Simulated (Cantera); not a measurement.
A closed system holds: 1 mol HMDSO, 0.49 mol N2O, 9.9 mol N2, held at 0.100 bar.

These are equilibrium values from Cantera (NASA tables, ideal gas, pure condensed phases), not measurements of a reactor. Candidate condensed phases: C, C6H6, C7H8, C8H18, H2O, Si, SiC, SiO2, Si2N2O, Si3N4; 151 gas species. The feed counts by its element totals alone. Mutual solubility and eutectic melting of coexisting phases are not modelled. Rates play no part.

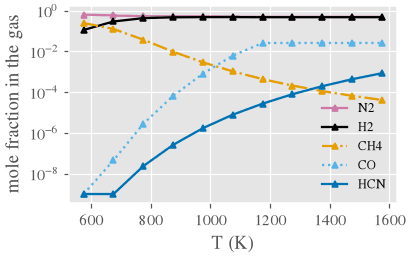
Equilibrium gas composition (values under 1e-9 drawn at 1e-9)

Problem. Read off the mole fractions at 1575 K.

Solution. N2 about 0.50, H2 about 0.48, CO about 0.026, HCN about 0.00085, CH4 about 4.1e-5.
